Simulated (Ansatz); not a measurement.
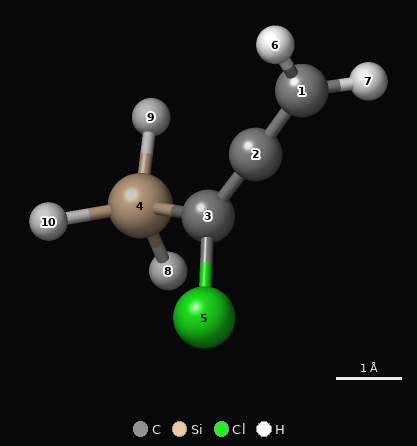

**Figure 1.** The starting structure (ball-and-stick view, seen at a tilt; atoms are numbered from 1 in the order of the input). Bond lengths as drawn: C–C 1.31 Å, C–Cl 1.76 Å, C–H 1.10 Å, C–Si 1.88 Å and H–Si 1.49 Å.

# C3H5ClSi: nudged elastic band (part 1 of 2)

C3H5ClSi, SMILES C=C=C([SiH3])Cl, computed with RKS PBE0-D4/def2-SVP (Ansatz 0.2.0).

The run did not end well. It belongs to a series of runs on one base structure; here: band between the two ends.

The input:
```yaml
crystal:
  periodic: [false, false, false]
  atoms:
    - { symbol: C, position_ang: [-0.912166, 1.992427, -0.485772] }
    - { symbol: C, position_ang: [-0.383368, 0.800564, -0.581378] }
    - { symbol: C, position_ang: [0.150748, -0.394651, -0.624494] }
    - { symbol: Si, position_ang: [0.666474, -1.37441, 0.894275] }
    - { symbol: Cl, position_ang: [0.43835, -1.197361, -2.158919] }
    - { symbol: H, position_ang: [-0.286597, 2.89181, -0.487279] }
    - { symbol: H, position_ang: [-1.996503, 2.127366, -0.407039] }
    - { symbol: H, position_ang: [-0.072032, -2.670831, 0.916087] }
    - { symbol: H, position_ang: [0.347012, -0.574608, 2.111715] }
    - { symbol: H, position_ang: [2.131182, -1.651507, 0.825705] }
basis:
  gaussian: { orbitals: def2-SVP }
hamiltonian:
  xc: pbe0
  dispersion: d4
neb:
  order_check: false
  images: 7
  f_tol: 0.05
  max_iterations: 60
  optimiser: lbfgs
  climbing: true
  final_atoms:
    - { symbol: C, position_ang: [-1.1849502, 1.82718329, -0.54434851] }
    - { symbol: C, position_ang: [-0.34931981, 0.82209689, -0.57324281] }
    - { symbol: C, position_ang: [0.47182382, -0.19824777, -0.55457349] }
    - { symbol: Si, position_ang: [0.64616841, -1.38764875, 0.89014466] }
    - { symbol: Cl, position_ang: [1.50640553, -0.54562006, -1.92924782] }
    - { symbol: H, position_ang: [-0.87798146, 2.80931796, -0.16832183] }
    - { symbol: H, position_ang: [-2.21512188, 1.71835064, -0.90092254] }
    - { symbol: H, position_ang: [-0.27795756, -0.95899375, 1.97920851] }
    - { symbol: H, position_ang: [2.05869737, -1.37083953, 1.37077929] }
    - { symbol: H, position_ang: [0.30533577, -2.76679993, 0.43342553] }
  initial_path:
    images:
      - { positions_ang: [[-0.912166, 1.992427, -0.485772], [-0.383368, 0.800564, -0.581378], [0.150748, -0.394651, -0.624494], [0.666474, -1.37441, 0.894275], [0.43835, -1.197361, -2.158919], [-0.286597, 2.89181, -0.487279], [-1.996503, 2.127366, -0.407039], [-0.072032, -2.670831, 0.916087], [0.347012, -0.574608, 2.111715], [2.131182, -1.651507, 0.825705]] }
      - { positions_ang: [[-0.83443096, 1.99172879, -0.49874348], [-0.38501695, 0.79075051, -0.57072381], [0.07224229, -0.42294363, -0.60826], [0.66293257, -1.35705099, 0.89979461], [0.2030242, -1.22624399, -2.13330327], [-0.25842669, 2.84585566, -0.68347712], [-1.83287517, 2.21067768, -0.26937204], [0.4704678, -2.37380601, 0.852606], [0.27226519, -1.1162699, 1.8564265], [1.71291773, -1.39389912, 1.15795361]] }
      - { positions_ang: [[-0.75669592, 1.99103059, -0.51171497], [-0.3866659, 0.78093702, -0.56006961], [-0.00626342, -0.45123626, -0.592026], [0.65939114, -1.33969198, 0.90531422], [-0.03230161, -1.25512697, -2.10768754], [-0.23025639, 2.79990132, -0.87967525], [-1.66924734, 2.29398936, -0.13170507], [1.0129676, -2.07678102, 0.789125], [0.19751837, -1.6579318, 1.601138], [1.29465346, -1.13629124, 1.49020222]] }
      - { positions_ang: [[-0.67896089, 1.99033238, -0.52468645], [-0.38831485, 0.77112353, -0.54941542], [-0.08476912, -0.4795289, -0.575792], [0.6558497, -1.32233296, 0.91083383], [-0.26762741, -1.28400996, -2.0820718], [-0.20208608, 2.75394698, -1.07587337], [-1.50561951, 2.37730103, 0.00596189], [1.5554674, -1.77975603, 0.72564401], [0.12277156, -2.19959371, 1.3458495], [0.8763892, -0.87868336, 1.82245083]] }
      - { positions_ang: [[-0.60122585, 1.98963418, -0.53765794], [-0.3899638, 0.76131004, -0.53876122], [-0.16327483, -0.50782153, -0.559558], [0.65230827, -1.30497395, 0.91635344], [-0.50295322, -1.31289295, -2.05645607], [-0.17391578, 2.70799264, -1.2720715], [-1.34199167, 2.46061271, 0.14362885], [2.0979672, -1.48273105, 0.66216301], [0.04802475, -2.74125561, 1.090561], [0.45812493, -0.62107548, 2.15469944]] }
      - { positions_ang: [[-0.74715694, 1.94902146, -0.53933058], [-0.3798028, 0.77650675, -0.54738162], [-0.00450017, -0.43042809, -0.55831187], [0.65077331, -1.32564265, 0.90980125], [-0.00061353, -1.12107473, -2.02465401], [-0.3499322, 2.73332397, -0.99613408], [-1.56027423, 2.27504719, -0.117509], [1.50398601, -1.35179672, 0.99142438], [0.5506929, -2.39865159, 1.16061557], [0.41992764, -1.15750659, 1.72438096]] }
      - { positions_ang: [[-0.89308802, 1.90840873, -0.54100322], [-0.36964181, 0.79170346, -0.55600202], [0.1542745, -0.35303465, -0.55706575], [0.64923834, -1.34631135, 0.90324905], [0.50172616, -0.9292565, -1.99285194], [-0.52594862, 2.7586553, -0.72019666], [-1.77855678, 2.08948167, -0.37864684], [0.91000482, -1.2208624, 1.32068576], [1.05336106, -2.05604757, 1.23067014], [0.38173035, -1.6939377, 1.29406248]] }
      - { positions_ang: [[-1.03901911, 1.86779601, -0.54267586], [-0.35948081, 0.80690018, -0.56462241], [0.31304916, -0.27564121, -0.55581962], [0.64770338, -1.36698005, 0.89669686], [1.00406585, -0.73743828, -1.96104988], [-0.70196504, 2.78398663, -0.44425925], [-1.99683933, 1.90391616, -0.63978469], [0.31602363, -1.08992807, 1.64994713], [1.55602922, -1.71344355, 1.30072471], [0.34353306, -2.23036881, 0.863744]] }
      - { positions_ang: [[-1.1849502, 1.82718329, -0.54434851], [-0.34931981, 0.82209689, -0.57324281], [0.47182382, -0.19824777, -0.55457349], [0.64616841, -1.38764875, 0.89014466], [1.50640553, -0.54562006, -1.92924782], [-0.87798146, 2.80931796, -0.16832183], [-2.21512188, 1.71835064, -0.90092254], [-0.27795756, -0.95899375, 1.97920851], [2.05869737, -1.37083953, 1.37077929], [0.30533577, -2.76679993, 0.43342553]] }
```

Run as:
```bash
ansatz run input.yaml --threads 2 --pin off --max-ram 3072MiB --backend cpu --events-out ev --progress --plain --runs-dir out
```

What the program printed:
```
Engine: ansatz 0.2.0, x86_64-unknown-linux-gnu
Functional definition: PBE0
  parameter a = 0.25
  parameter kappa = 0.804
  parameter beta = 0.06672455060314922
  exchange = (1 - a)*pbe_x(kappa = kappa, mu = beta*pi^2/3) + a*exact_x
  correlation = pbe_c(beta = beta)
1120 factors; integrals over basis functions are off by at most 2.9e-4 eV
mean field evaluation 1: about -23566.5656 eV, gradient 3.8e1 eV
mean field evaluation 2: about -23564.7546 eV, gradient 4.5e1 eV
mean field evaluation 4: about -23570.6194 eV, gradient 4.2e0 eV
mean field evaluation 8: about -23570.6843 eV, gradient 7.7e-2 eV
mean field -23570.68432027 eV, -866.2066719862 hartree, gradient 4.0e-5 eV, S^2 0.000000; 0 other end points of the search recorded, 0 dependent functions left out
the calculation of the forces begins
reference -23570.68434786 eV, -866.2066730002 hartree; 27, 27 occupied and 76, 76 virtual orbitals, 1120 factors
1120 factors; integrals over basis functions are off by at most 5.8e-4 eV
mean field evaluation 16: about -23566.5675 eV, gradient 3.8e1 eV
mean field -23570.68433176 eV, -866.2066724085 hartree, gradient 4.0e-5 eV, S^2 0.000000; 0 other end points of the search recorded, 0 dependent functions left out
[... from here on the field's lines of each further geometry are left out, up to the last ...]
NEB iter   1: max|band force component| = 3.579e2 eV/Å  barrier→ = 116.2689 eV  barrier← = 116.2689 eV  Δτ_max = 0.2000 Å  (237 SCF iters)
NEB iter   2: max|band force component| = 1.016e2 eV/Å  barrier→ = 37.7584 eV  barrier← = 37.7584 eV  Δτ_max = 0.1076 Å  (217 SCF iters)
NEB iter   3: max|band force component| = 4.138e1 eV/Å  barrier→ = 23.0997 eV  barrier← = 23.0997 eV  Δτ_max = 0.1312 Å  (218 SCF iters)
NEB iter   4: max|band force component| = 1.133e1 eV/Å  barrier→ = 14.7844 eV  barrier← = 14.7844 eV  Δτ_max = 0.1127 Å  (240 SCF iters)
NEB iter   5: max|band force component| = 7.026e0 eV/Å  barrier→ = 10.2948 eV  barrier← = 10.2948 eV  Δτ_max = 0.1702 Å  (212 SCF iters)
NEB iter   6: max|band force component| = 6.609e0 eV/Å  barrier→ = 6.1763 eV  barrier← = 6.1763 eV  Δτ_max = 0.2000 Å  (216 SCF iters)
NEB iter   7: max|band force component| = 2.970e1 eV/Å  barrier→ = 6.5882 eV  barrier← = 6.5882 eV  Δτ_max = 0.2000 Å  (222 SCF iters)
NEB iter   8: max|band force component| = 1.035e1 eV/Å  barrier→ = 3.8407 eV  barrier← = 3.8407 eV  Δτ_max = 0.0378 Å  (219 SCF iters)
NEB iter   9: max|band force component| = 5.022e0 eV/Å  barrier→ = 3.1315 eV  barrier← = 3.1315 eV  Δτ_max = 0.1163 Å  (221 SCF iters)
NEB iter  10: max|band force component| = 7.369e0 eV/Å  barrier→ = 2.3539 eV  barrier← = 2.3539 eV  Δτ_max = 0.1165 Å  (222 SCF iters)
NEB iter  11: max|band force component| = 1.323e1 eV/Å  barrier→ = 2.5781 eV  barrier← = 2.5781 eV  Δτ_max = 0.2000 Å  (225 SCF iters)
NEB iter  12: max|band force component| = 1.778e1 eV/Å  barrier→ = 3.3655 eV  barrier← = 3.3655 eV  Δτ_max = 0.0970 Å  (226 SCF iters)
NEB iter  13: max|band force component| = 4.283e0 eV/Å  barrier→ = 1.6502 eV  barrier← = 1.6502 eV  Δτ_max = 0.0306 Å  (187 SCF iters)
NEB iter  14: max|band force component| = 1.905e0 eV/Å  barrier→ = 1.4248 eV  barrier← = 1.4249 eV  Δτ_max = 0.0778 Å  (184 SCF iters)
NEB iter  15: max|band force component| = 7.387e0 eV/Å  barrier→ = 1.2153 eV  barrier← = 1.2153 eV  Δτ_max = 0.1177 Å  (222 SCF iters)
NEB iter  16: max|band force component| = 1.185e1 eV/Å  barrier→ = 1.6355 eV  barrier← = 1.6355 eV  Δτ_max = 0.0599 Å  (213 SCF iters)
NEB iter  17: max|band force component| = 2.403e0 eV/Å  barrier→ = 0.8686 eV  barrier← = 0.8686 eV  Δτ_max = 0.0160 Å  (179 SCF iters)
NEB iter  18: max|band force component| = 1.317e0 eV/Å  barrier→ = 0.7738 eV  barrier← = 0.7738 eV  Δτ_max = 0.0555 Å  (183 SCF iters)
NEB iter  19: max|band force component| = 5.232e0 eV/Å  barrier→ = 0.6817 eV  barrier← = 0.6817 eV  Δτ_max = 0.0833 Å  (229 SCF iters)
NEB iter  20: max|band force component| = 7.886e0 eV/Å  barrier→ = 0.8545 eV  barrier← = 0.8545 eV  Δτ_max = 0.0416 Å  (183 SCF iters)
NEB iter  21: max|band force component| = 1.440e0 eV/Å  barrier→ = 0.5139 eV  barrier← = 0.5139 eV  Δτ_max = 0.0093 Å  (169 SCF iters)
NEB iter  22: max|band force component| = 1.009e0 eV/Å  barrier→ = 0.4765 eV  barrier← = 0.4765 eV  Δτ_max = 0.0669 Å  (177 SCF iters)
NEB iter  23: max|band force component| = 4.499e0 eV/Å  barrier→ = 0.4195 eV  barrier← = 0.4195 eV  Δτ_max = 0.0717 Å  (228 SCF iters)
NEB iter  24: max|band force component| = 7.376e0 eV/Å  barrier→ = 0.6024 eV  barrier← = 0.6024 eV  Δτ_max = 0.0402 Å  (184 SCF iters)
NEB iter  25: max|band force component| = 8.711e-1 eV/Å  barrier→ = 0.3017 eV  barrier← = 0.3018 eV  Δτ_max = 0.0050 Å  (172 SCF iters)
NEB iter  26: max|band force component| = 6.965e-1 eV/Å  barrier→ = 0.2883 eV  barrier← = 0.2883 eV  Δτ_max = 0.0427 Å  (163 SCF iters)
NEB iter  27: max|band force component| = 3.252e0 eV/Å  barrier→ = 0.2734 eV  barrier← = 0.2734 eV  Δτ_max = 0.0519 Å  (222 SCF iters)
NEB iter  28: max|band force component| = 5.278e0 eV/Å  barrier→ = 0.3641 eV  barrier← = 0.3641 eV  Δτ_max = 0.0286 Å  (183 SCF iters)
NEB iter  29: max|band force component| = 6.105e-1 eV/Å  barrier→ = 0.2141 eV  barrier← = 0.2141 eV  Δτ_max = 0.0038 Å  (165 SCF iters)
NEB iter  30: max|band force component| = 5.336e-1 eV/Å  barrier→ = 0.2070 eV  barrier← = 0.2070 eV  Δτ_max = 0.0496 Å  (155 SCF iters)
NEB iter  31: max|band force component| = 2.982e0 eV/Å  barrier→ = 0.2005 eV  barrier← = 0.2005 eV  Δτ_max = 0.0476 Å  (225 SCF iters)
NEB iter  32: max|band force component| = 5.144e0 eV/Å  barrier→ = 0.2906 eV  barrier← = 0.2906 eV  Δτ_max = 0.0281 Å  (182 SCF iters)
NEB iter  33: max|band force component| = 4.193e-1 eV/Å  barrier→ = 0.1502 eV  barrier← = 0.1502 eV  CI = image 6  Δτ_max = 0.0068 Å  (165 SCF iters)
NEB iter  34: max|band force component| = 7.758e-1 eV/Å  barrier→ = 0.1470 eV  barrier← = 0.1470 eV  CI = image 6  Δτ_max = 0.0124 Å  (171 SCF iters)
NEB iter  35: max|band force component| = 1.278e0 eV/Å  barrier→ = 0.1483 eV  barrier← = 0.1483 eV  CI = image 6  Δτ_max = 0.0204 Å  (168 SCF iters)
NEB iter  36: max|band force component| = 2.284e0 eV/Å  barrier→ = 0.1614 eV  barrier← = 0.1614 eV  CI = image 6  Δτ_max = 0.0365 Å  (169 SCF iters)
NEB iter  37: max|band force component| = 3.857e0 eV/Å  barrier→ = 0.2101 eV  barrier← = 0.2101 eV  CI = image 6  Δτ_max = 0.0210 Å  (175 SCF iters)
NEB iter  38: max|band force component| = 3.182e-1 eV/Å  barrier→ = 0.1326 eV  barrier← = 0.1326 eV  CI = image 6  Δτ_max = 0.0022 Å  (160 SCF iters)
NEB iter  39: max|band force component| = 3.125e-1 eV/Å  barrier→ = 0.1303 eV  barrier← = 0.1303 eV  CI = image 6  Δτ_max = 0.0421 Å  (153 SCF iters)
NEB iter  40: max|band force component| = 2.191e0 eV/Å  barrier→ = 0.1304 eV  barrier← = 0.1304 eV  CI = image 6  Δτ_max = 0.0350 Å  (223 SCF iters)
NEB iter  41: max|band force component| = 3.892e0 eV/Å  barrier→ = 0.1826 eV  barrier← = 0.1826 eV  CI = image 6  Δτ_max = 0.0212 Å  (177 SCF iters)
NEB iter  42: max|band force component| = 2.619e-1 eV/Å  barrier→ = 0.1028 eV  barrier← = 0.1028 eV  CI = image 6  Δτ_max = 0.0014 Å  (160 SCF iters)
NEB iter  43: max|band force component| = 2.236e-1 eV/Å  barrier→ = 0.1017 eV  barrier← = 0.1018 eV  CI = image 6  Δτ_max = 0.0227 Å  (151 SCF iters)
NEB iter  44: max|band force component| = 1.527e0 eV/Å  barrier→ = 0.1043 eV  barrier← = 0.1043 eV  CI = image 6  Δτ_max = 0.0244 Å  (194 SCF iters)
NEB iter  45: max|band force component| = 2.611e0 eV/Å  barrier→ = 0.1259 eV  barrier← = 0.1259 eV  CI = image 6  Δτ_max = 0.0143 Å  (163 SCF iters)
NEB iter  46: max|band force component| = 1.837e-1 eV/Å  barrier→ = 0.0916 eV  barrier← = 0.0916 eV  CI = image 6  Δτ_max = 0.0012 Å  (158 SCF iters)
NEB iter  47: max|band force component| = 1.834e-1 eV/Å  barrier→ = 0.0910 eV  barrier← = 0.0910 eV  CI = image 6  Δτ_max = 0.0320 Å  (147 SCF iters)
NEB iter  48: max|band force component| = 1.399e0 eV/Å  barrier→ = 0.0959 eV  barrier← = 0.0960 eV  CI = image 6  Δτ_max = 0.0224 Å  (217 SCF iters)
NEB iter  49: max|band force component| = 2.159e0 eV/Å  barrier→ = 0.1074 eV  barrier← = 0.1074 eV  CI = image 6  Δτ_max = 0.0110 Å  (162 SCF iters)
NEB iter  50: max|band force component| = 2.367e-1 eV/Å  barrier→ = 0.0819 eV  barrier← = 0.0819 eV  CI = image 6  Δτ_max = 0.0013 Å  (152 SCF iters)
NEB iter  51: max|band force component| = 1.507e-1 eV/Å  barrier→ = 0.0814 eV  barrier← = 0.0814 eV  CI = image 6  Δτ_max = 0.0065 Å  (151 SCF iters)
NEB iter  52: max|band force component| = 5.993e-1 eV/Å  barrier→ = 0.0825 eV  barrier← = 0.0825 eV  CI = image 6  Δτ_max = 0.0096 Å  (172 SCF iters)
NEB iter  53: max|band force component| = 1.009e0 eV/Å  barrier→ = 0.0848 eV  barrier← = 0.0848 eV  CI = image 6  Δτ_max = 0.0161 Å  (162 SCF iters)
NEB iter  54: max|band force component| = 1.770e0 eV/Å  barrier→ = 0.0952 eV  barrier← = 0.0952 eV  CI = image 6  Δτ_max = 0.0095 Å  (161 SCF iters)
NEB iter  55: max|band force component| = 1.305e-1 eV/Å  barrier→ = 0.0795 eV  barrier← = 0.0795 eV  CI = image 6  Δτ_max = 0.0008 Å  (151 SCF iters)
NEB iter  56: max|band force component| = 3.719e-1 eV/Å  barrier→ = 0.0795 eV  barrier← = 0.0795 eV  CI = image 2  Δτ_max = 0.0059 Å  (142 SCF iters)
NEB iter  57: max|band force component| = 3.236e-1 eV/Å  barrier→ = 0.0794 eV  barrier← = 0.0794 eV  CI = image 2  Δτ_max = 0.0859 Å  (145 SCF iters)
NEB iter  58: max|band force component| = 4.438e0 eV/Å  barrier→ = 0.1779 eV  barrier← = 0.1779 eV  CI = image 6  Δτ_max = 0.0713 Å  (216 SCF iters)
NEB iter  59: max|band force component| = 7.860e0 eV/Å  barrier→ = 0.3996 eV  barrier← = 0.3996 eV  CI = image 6  Δτ_max = 0.0446 Å  (176 SCF iters)
the calculation of the forces begins
reference -23570.60504011 eV, -866.2037584943 hartree; 27, 27 occupied and 76, 76 virtual orbitals, 1120 factors
these checks for a lower state are left out or cut short: starts, cluster_reference, orbital_swaps, neighbouring_geometries, increment
1120 factors; integrals over basis functions are off by at most 4.2e-4 eV
mean field -23570.65264481 eV, -866.2055079344 hartree, gradient 1.9e-5 eV, S^2 0.000000; 0 other end points of the search recorded, 0 dependent functions left out
the calculation of the forces begins
reference -23570.65267234 eV, -866.2055089462 hartree; 27, 27 occupied and 76, 76 virtual orbitals, 1120 factors
NEB iter  60: max|band force component| = 3.993e-1 eV/Å  barrier→ = 0.0798 eV  barrier← = 0.0799 eV  CI = image 6  Δτ_max = 0.0024 Å  (167 SCF iters)
```
